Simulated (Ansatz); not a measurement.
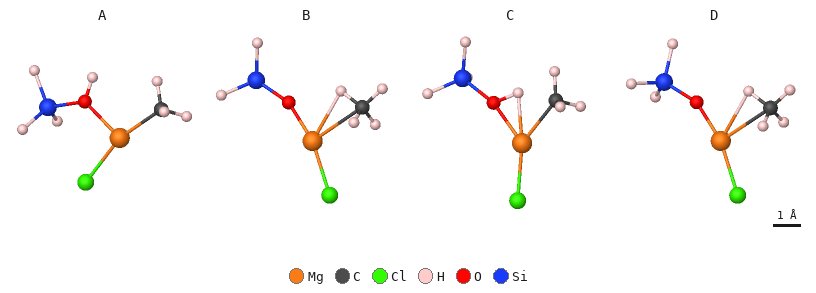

4 geometries from a converged minimum-energy path of CH7ClMgOSi, shuffled. Style: ball-and-stick. Shown at a tilt.

Method: RKS LDA/def2-mTZVP (Ansatz). Set-up: 5 movable images; climbing image; force threshold 0.03 eV/Å; iteration limit 60; starting path through a guess of the saddle point.

Which of them lies highest in energy?

Answer. C. In order along the path, whose images run from 0 to 6: A (image 1, +0.05 eV), C (image 3, +0.30 eV), B (image 5, −0.81 eV), D (image 6, −0.81 eV). A hydrogen atom shifts from one atom to another. Breaking: H–O (0.98 → 2.30 Å). Forming: C–H (3.65 → 1.11 Å).

The run took 3.7 min on 4 threads of Arm Neoverse N1 (shared host), peak memory 0.18 GiB.
